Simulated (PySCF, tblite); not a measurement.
# C₆H₁₃N: a rotation path, then NMR shifts on frames, part 2 of 2

tblite 0.8.0 and PySCF 2.14.0. Atoms count from 0. Earlier steps stand in the parts before.

## (5) NMR shieldings: image 4, PBE0/pcSseg-1

The job: settings as JSON, then the geometry in Å.

```
{"job": {"kind": "nmr", "xc": "PBE0", "basis": "pcSseg-1", "pop": false}, "charge": 0, "multiplicity": 1}
C     -2.219200     0.910300     0.309400
C     -1.939000     0.083900    -0.903000
C     -1.127300    -0.960800    -0.987300
C     -0.319000    -1.544800     0.136600
N      0.996300    -0.915000     0.341400
C      1.293400     0.280700    -0.422900
C      2.682800     0.785900    -0.057200
H     -1.872300     1.931600     0.147400
H     -1.728800     0.516600     1.195000
H     -3.292800     0.956300     0.490800
H     -2.467600     0.405600    -1.792000
H     -1.009300    -1.451400    -1.943800
H     -0.132300    -2.604300    -0.082300
H     -0.906800    -1.502900     1.061200
H      1.132900    -0.719100     1.327100
H      1.264800     0.013100    -1.483200
H      0.563000     1.092200    -0.263900
H      2.940400     1.648100    -0.667000
H      3.419200     0.003900    -0.218900
H      2.716700     1.080800     0.990200
```

Level: GIAO PBE0/pcSseg-1 NMR shielding, non-relativistic, gas phase.

Output:

```text
coarse grid: 15640 points
cycle   1  E = -290.6852200133  dE =  6.201e-01  |g| = 4.487e-01  |ddm| = 3.792e+00
cycle   2  E = -290.6813844137  dE =  3.836e-03  |g| = 4.824e-01  |ddm| = 9.087e-01
cycle   3  E = -290.7392280961  dE = -5.784e-02  |g| = 5.388e-02  |ddm| = 4.910e-01
cycle   4  E = -290.7396429368  dE = -4.148e-04  |g| = 2.901e-02  |ddm| = 6.602e-02
cycle   5  E = -290.7398246833  dE = -1.817e-04  |g| = 7.285e-03  |ddm| = 3.007e-02
cycle   6  E = -290.7398353124  dE = -1.063e-05  |g| = 3.270e-03  |ddm| = 8.335e-03
cycle   7  E = -290.7398378653  dE = -2.553e-06  |g| = 3.769e-04  |ddm| = 2.693e-03
final grid: 148080 points
cycle   8  E = -290.7815669132  dE = -5.654e-05  |g| = 9.167e-03  |ddm| = 3.985e-02
cycle   9  E = -290.7815636581  dE =  3.255e-06  |g| = 9.911e-03  |ddm| = 1.674e-02
cycle  10  E = -290.7815889515  dE = -2.529e-05  |g| = 5.411e-04  |ddm| = 8.808e-03
cycle  11  E = -290.7815890000  dE = -4.850e-08  |g| = 2.857e-04  |ddm| = 7.894e-04
cycle  12  E = -290.7815890174  dE = -1.738e-08  |g| = 7.654e-05  |ddm| = 2.897e-04
cycle  13  E = -290.7815890186  dE = -1.217e-09  |g| = 3.243e-05  |ddm| = 8.925e-05
cycle  14  E = -290.7815890189  dE = -2.535e-10  |g| = 4.330e-06  |ddm| = 2.784e-05
converged SCF energy = -290.7815890189

GIAO shielding tensors (ppm)
atom      isotropic    diamagn.    paramagn.     s11        s22        s33       span
  0 C      169.765     249.816     -80.051    152.347    173.763    183.185     30.838
  1 C       47.520     256.197    -208.677    -69.778     53.899    158.438    228.215
  2 C       53.322     257.398    -204.075    -61.118     62.502    158.583    219.701
  3 C      142.044     244.466    -102.422    114.058    135.310    176.765     62.706
  4 N      221.145     321.974    -100.830    156.924    236.955    269.555    112.631
  5 C      141.231     247.503    -106.272    128.678    138.738    156.277     27.599
  6 C      168.407     245.896     -77.489    155.772    161.786    187.662     31.890
  7 H       30.045      30.875      -0.830     26.322     28.122     35.691      9.369
  8 H       29.658      32.818      -3.160     25.663     30.756     32.554      6.891
  9 H       30.030      27.880       2.149     25.905     27.114     37.070     11.165
 10 H       25.593      30.998      -5.405     23.403     25.389     27.986      4.583
 11 H       25.682      32.288      -6.606     22.883     26.413     27.750      4.867
 12 H       27.770      29.276      -1.506     21.923     26.929     34.458     12.534
 13 H       27.801      31.333      -3.532     24.415     26.536     32.453      8.037
 14 H       32.114      35.971      -3.858     23.425     33.074     39.842     16.417
 15 H       29.287      32.790      -3.503     24.180     29.779     33.901      9.721
 16 H       29.003      34.568      -5.565     23.022     30.461     33.526     10.504
 17 H       30.569      28.599       1.970     26.284     27.930     37.492     11.207
 18 H       30.429      28.595       1.834     26.528     28.188     36.572     10.044
 19 H       30.974      30.062       0.913     27.024     29.383     36.517      9.493
```

Run time: 16 s. Hardware: 1 thread of AMD EPYC 9R45, shared host; peak memory 0.87 GiB.

This run: δ C1 139.4, C2 133.6, C5 45.7, C3 44.9, H10 6.12, H11 6.04 ppm.

## (6) Nuclear shieldings: image 6, PBE0/pcSseg-1

The job: settings as JSON, then the geometry in Å.

```
{"job": {"kind": "nmr", "xc": "PBE0", "basis": "pcSseg-1", "pop": false}, "charge": 0, "multiplicity": 1}
C     -2.298400     0.997700    -0.091700
C     -2.015900    -0.101600    -1.062900
C     -1.181500    -1.119400    -0.914000
C     -0.309100    -1.420200     0.271400
N      1.062600    -1.003400     0.001100
C      1.265800     0.424800     0.151400
C      2.715700     0.792700    -0.126100
H     -1.901100     1.936600    -0.479600
H     -1.850900     0.812600     0.879800
H     -3.373300     1.123200     0.031700
H     -2.566200    -0.019200    -1.992900
H     -1.062900    -1.818000    -1.730900
H     -0.301500    -2.502400     0.428700
H     -0.708300    -0.946500     1.184600
H      1.699900    -1.497500     0.618800
H      0.613700     0.925000    -0.569000
H      0.983600     0.777000     1.162500
H      2.851000     1.868500    -0.047000
H      2.993900     0.473800    -1.126500
H      3.377900     0.306900     0.588200
```

Level: GIAO PBE0/pcSseg-1 NMR shielding, non-relativistic, gas phase.

Output:

```text
coarse grid: 15640 points
cycle   1  E = -290.6948344749  dE =  6.256e-01  |g| = 4.511e-01  |ddm| = 3.783e+00
cycle   2  E = -290.6879609547  dE =  6.874e-03  |g| = 4.969e-01  |ddm| = 9.181e-01
cycle   3  E = -290.7496966298  dE = -6.174e-02  |g| = 5.456e-02  |ddm| = 5.017e-01
cycle   4  E = -290.7500914340  dE = -3.948e-04  |g| = 3.224e-02  |ddm| = 6.708e-02
cycle   5  E = -290.7503222830  dE = -2.308e-04  |g| = 6.900e-03  |ddm| = 3.094e-02
cycle   6  E = -290.7503314267  dE = -9.144e-06  |g| = 3.407e-03  |ddm| = 7.964e-03
cycle   7  E = -290.7503341526  dE = -2.726e-06  |g| = 3.041e-04  |ddm| = 2.603e-03
final grid: 148080 points
cycle   8  E = -290.7910262430  dE = -4.745e-05  |g| = 8.859e-03  |ddm| = 3.469e-02
cycle   9  E = -290.7910219035  dE =  4.339e-06  |g| = 9.871e-03  |ddm| = 1.664e-02
cycle  10  E = -290.7910468153  dE = -2.491e-05  |g| = 7.451e-04  |ddm| = 8.997e-03
cycle  11  E = -290.7910469205  dE = -1.052e-07  |g| = 3.078e-04  |ddm| = 8.702e-04
cycle  12  E = -290.7910469415  dE = -2.101e-08  |g| = 7.830e-05  |ddm| = 2.938e-04
cycle  13  E = -290.7910469428  dE = -1.301e-09  |g| = 3.199e-05  |ddm| = 9.044e-05
cycle  14  E = -290.7910469430  dE = -2.346e-10  |g| = 4.041e-06  |ddm| = 2.684e-05
converged SCF energy = -290.7910469430

GIAO shielding tensors (ppm)
atom      isotropic    diamagn.    paramagn.     s11        s22        s33       span
  0 C      170.991     249.650     -78.659    153.742    177.045    182.188     28.446
  1 C       51.646     255.704    -204.058    -60.871     57.776    158.034    218.905
  2 C       50.954     255.243    -204.289    -60.594     60.340    153.116    213.710
  3 C      137.400     248.054    -110.654    112.923    128.641    170.637     57.714
  4 N      203.859     320.550    -116.691    160.736    211.056    239.784     79.049
  5 C      139.318     247.928    -108.611    110.939    142.340    164.674     53.735
  6 C      168.801     245.886     -77.086    154.984    163.922    187.496     32.512
  7 H       30.124      30.780      -0.656     26.325     28.329     35.717      9.392
  8 H       29.424      32.509      -3.085     25.044     30.629     32.599      7.555
  9 H       30.124      27.803       2.321     25.910     27.422     37.041     11.130
 10 H       25.764      30.291      -4.528     23.137     25.936     28.217      5.080
 11 H       25.775      31.327      -5.551     23.005     26.469     27.852      4.846
 12 H       28.358      30.323      -1.965     23.878     26.824     34.371     10.493
 13 H       28.156      32.616      -4.460     23.973     28.201     32.295      8.322
 14 H       31.503      34.547      -3.044     22.635     31.750     40.126     17.491
 15 H       29.008      34.149      -5.141     23.784     30.338     32.901      9.117
 16 H       29.177      33.169      -3.992     25.278     28.327     33.925      8.647
 17 H       30.522      28.603       1.919     26.114     27.997     37.454     11.341
 18 H       30.398      29.170       1.227     26.340     28.474     36.379     10.039
 19 H       30.754      29.139       1.615     26.752     28.896     36.614      9.863
```

Wall time 16 s (1 thread of AMD EPYC 9R45, shared host); peak memory 0.87 GiB.

Key values: δ C2 136.0, C1 135.3, C3 49.5, C5 47.6, H10 5.95, H11 5.94 ppm.

## (7) Nuclear shieldings: image 8, PBE0/pcSseg-1

The job: settings as JSON, then the geometry in Å.

```
{"job": {"kind": "nmr", "xc": "PBE0", "basis": "pcSseg-1", "pop": false}, "charge": 0, "multiplicity": 1}
C     -2.941800     0.676500    -0.036200
C     -2.096600     0.077600    -1.112900
C     -1.003400    -0.655000    -0.968900
C     -0.327600    -1.061200     0.307200
N      1.114200    -0.954100     0.146300
C      1.576800     0.420200     0.089200
C      3.077600     0.464700    -0.158300
H     -3.056500     1.746800    -0.207800
H     -2.518700     0.522700     0.951500
H     -3.937100     0.232000    -0.056600
H     -2.456300     0.276600    -2.115300
H     -0.494600    -1.028900    -1.847400
H     -0.560000    -2.113700     0.506100
H     -0.695800    -0.465400     1.159600
H      1.585200    -1.435800     0.907000
H      1.049200     0.905900    -0.736900
H      1.334600     0.980200     1.012400
H      3.409600     1.492700    -0.278300
H      3.319000    -0.092500    -1.059500
H      3.617300     0.021300     0.676300
```

With the program's defaults for keys left out, this is: GIAO PBE0/pcSseg-1 NMR shielding, non-relativistic, gas phase.

Output:

```text
coarse grid: 15640 points
cycle   1  E = -290.6951051413  dE =  6.262e-01  |g| = 4.506e-01  |ddm| = 3.789e+00
cycle   2  E = -290.6903977832  dE =  4.707e-03  |g| = 4.871e-01  |ddm| = 9.034e-01
cycle   3  E = -290.7500590907  dE = -5.966e-02  |g| = 4.830e-02  |ddm| = 4.865e-01
cycle   4  E = -290.7503467250  dE = -2.876e-04  |g| = 2.956e-02  |ddm| = 6.288e-02
cycle   5  E = -290.7505362312  dE = -1.895e-04  |g| = 6.392e-03  |ddm| = 3.023e-02
cycle   6  E = -290.7505438745  dE = -7.643e-06  |g| = 3.167e-03  |ddm| = 7.231e-03
cycle   7  E = -290.7505462635  dE = -2.389e-06  |g| = 2.974e-04  |ddm| = 2.572e-03
final grid: 148080 points
cycle   8  E = -290.7923786808  dE = -4.800e-05  |g| = 9.343e-03  |ddm| = 3.528e-02
cycle   9  E = -290.7923743071  dE =  4.374e-06  |g| = 1.032e-02  |ddm| = 1.727e-02
cycle  10  E = -290.7924013931  dE = -2.709e-05  |g| = 7.146e-04  |ddm| = 9.344e-03
cycle  11  E = -290.7924014882  dE = -9.507e-08  |g| = 2.857e-04  |ddm| = 8.786e-04
cycle  12  E = -290.7924015052  dE = -1.699e-08  |g| = 7.542e-05  |ddm| = 2.913e-04
cycle  13  E = -290.7924015063  dE = -1.142e-09  |g| = 3.465e-05  |ddm| = 8.810e-05
cycle  14  E = -290.7924015066  dE = -2.898e-10  |g| = 4.212e-06  |ddm| = 3.117e-05
converged SCF energy = -290.7924015066

GIAO shielding tensors (ppm)
atom      isotropic    diamagn.    paramagn.     s11        s22        s33       span
  0 C      169.805     248.264     -78.459    153.589    172.325    183.502     29.913
  1 C       52.874     255.646    -202.772    -61.337     60.326    159.634    220.972
  2 C       45.873     256.155    -210.282    -59.541     60.363    136.797    196.338
  3 C      136.358     248.186    -111.828    118.008    125.940    165.127     47.119
  4 N      202.345     320.823    -118.478    168.691    205.014    233.330     64.639
  5 C      139.726     247.260    -107.533    113.566    139.542    166.070     52.504
  6 C      168.571     245.672     -77.102    154.338    163.968    187.407     33.069
  7 H       30.044      29.098       0.946     26.395     27.577     36.160      9.765
  8 H       29.632      31.753      -2.121     24.847     30.985     33.064      8.217
  9 H       30.038      27.042       2.996     26.112     27.356     36.646     10.534
 10 H       25.868      31.120      -5.252     23.360     25.492     28.752      5.392
 11 H       25.933      33.054      -7.121     23.236     25.715     28.849      5.614
 12 H       28.194      30.529      -2.335     23.267     27.404     33.912     10.645
 13 H       27.937      33.448      -5.511     22.812     28.019     32.980     10.169
 14 H       31.377      34.685      -3.309     22.865     31.669     39.596     16.731
 15 H       28.982      33.310      -4.328     23.610     30.872     32.463      8.853
 16 H       29.213      32.697      -3.483     24.946     28.407     34.287      9.342
 17 H       30.545      28.061       2.485     26.256     27.851     37.529     11.274
 18 H       30.386      28.913       1.473     26.393     28.620     36.143      9.750
 19 H       30.727      28.760       1.967     26.796     28.841     36.544      9.748
```

It took 15 s on 1 thread of AMD EPYC 9R45, shared host; peak memory 1 GiB.

Key values: δ C2 141.1, C1 134.1, C3 50.6, C5 47.2, H10 5.85, H11 5.78 ppm.

## (8) Run by run: NMR shifts

Shifts (ppm) of some atoms, chosen among heavy atoms and hydrogens apart, with basis size and wall time:

```
  frame     C2     C1    C3    C5   H12   H15    N4  functions  time
image 0  140.7  136.6  48.6  46.2  3.04  2.31  74.7        184  16 s
image 2  136.5  137.5  48.8  45.0  3.49  1.97  62.7        184  16 s
image 4  133.6  139.4  44.9  45.7  3.95  2.43  46.6        184  16 s
image 6  136.0  135.3  49.5  47.6  3.36  2.71  63.9        184  16 s
image 8  141.1  134.1  50.6  47.2  3.52  2.74  65.4        184  15 s
```

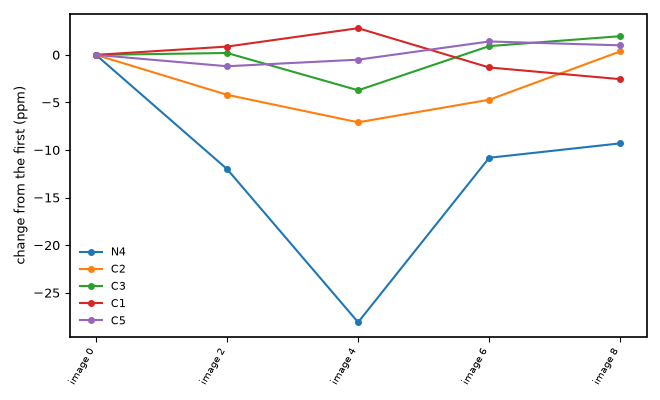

How five of the tabulated atoms move from run to run.

## (9) What came out

This closing draws on all 2 parts.

```
                                       quantity                                                                             value
                                        barrier                                                0.209 eV (4.8 kcal/mol) at image 4
                          end to end (GFN2-xTB)                                                                          0.023 eV
¹³C shifts against TMS (PBE0/pcSseg-1, image 0)                                          140.7, 136.6, 48.6, 46.2, 18.7, 16.3 ppm
 ¹H shifts against TMS (PBE0/pcSseg-1, image 0)  6.35, 6.02, 3.90, 3.16, 3.04, 2.31, 2.10, 1.74, 1.72, 1.38, 1.17, 0.80, 0.12 ppm
¹⁵N shifts against NH3 (PBE0/pcSseg-1, image 0)                                                                          74.7 ppm
                       range of the shift of N4                                                                  46.6 to 74.7 ppm
```

Along the band the dihedral turns by 134°, and the top (dihedral 8°) lies 4.8 kcal/mol above the start (GFN2-xTB, rough), so at room temperature this motion is fast. Ends this close can change order at a higher level. The top was not checked by a frequency run. Shifts at one fixed geometry are not the observed spectrum, which averages over the motion. In ppm, N4 moves most: its shift spreads over 28.1 ppm, from 46.6 (image 4) to 74.7 (image 0).
